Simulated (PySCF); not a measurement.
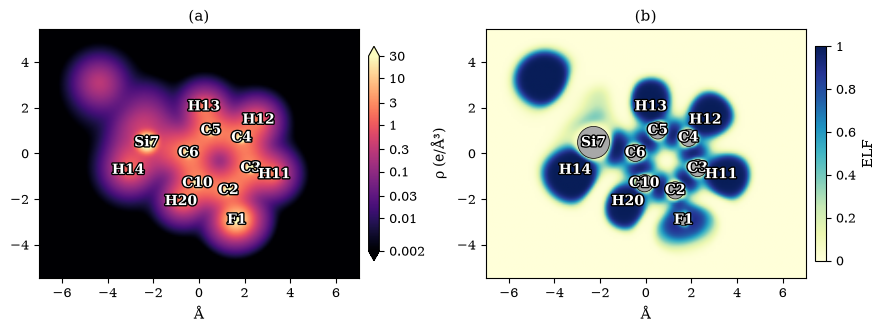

C₆H₁₀FNSi₂ (SMILES Fc1cccc([SiH2]N[SiH3])c1). (a) total electron density; (b) ELF on the plane of atoms F1, C2 and C3. Grey discs cover the atomic cores in the ELF map.

Geometry: GFN2-xTB.

Method: PySCF 2.14.0, PBE0/pcSseg-1, SCF density, gas phase, non-relativistic.

Input file:

```
{"job": {"kind": "nmr", "xc": "PBE0", "basis": "pcSseg-1"}, "charge": 0, "multiplicity": 1}
F     -3.623879    -2.061819     0.947806
C     -2.810108    -1.080946     0.491573
C     -3.328528     0.188112     0.315551
C     -2.482685     1.179389    -0.152946
C     -1.156970     0.892919    -0.426478
C     -0.636890    -0.385240    -0.243912
Si     1.174594    -0.758710    -0.624617
N      2.093375     0.442802     0.213913
Si     3.810861     0.684665     0.182515
C     -1.489496    -1.378953     0.218739
H     -4.365009     0.383089     0.541723
H     -2.864820     2.178357    -0.303798
H     -0.507206     1.675257    -0.791068
H      1.489115    -2.122328    -0.179053
H      1.449633    -0.615767    -2.056613
H      1.612827     0.895246     0.975071
H      4.204373     0.805764    -1.219284
H      4.518588    -0.441735     0.799961
H      4.040498     1.916536     0.938026
H     -1.133421    -2.385957     0.369855
```

Run with:

```sh
OMP_NUM_THREADS=1 python probes_run.py task.json out
```

Question: Read the bonding off the picture.

Answer: Atoms in the plane: F, C, Si and H.
C–F (1.35 Å): the density is about 2.2 e/Å³ at the midpoint, with its minimum of 1.7 e/Å³ about 0.5 Å from C; the ELF peaks at about 0.85 between the atoms, as expected for a shared but strongly polarised pair.
C–C (1.38 Å): the density is about 2.1 e/Å³ at the midpoint; the ELF peaks at about 0.95 between the atoms (a covalent bond).
C–Si (1.89 Å): ρ is about 0.94 e/Å³ halfway; the ELF peaks at about 1 between the atoms, as expected for localised, covalent bonding.
C–H (1.08 Å): ρ at the midpoint is about 2.1 e/Å³; the ELF climbs to about 1 towards the hydrogen, as it does in any bond to H; an ordinary covalent bond to hydrogen.
Si–H (1.47 Å): the density is about 0.81 e/Å³ at the midpoint; the ELF climbs to about 1 towards the hydrogen.
The ELF also peaks beside F1, away from the bonds: lone-pair regions.
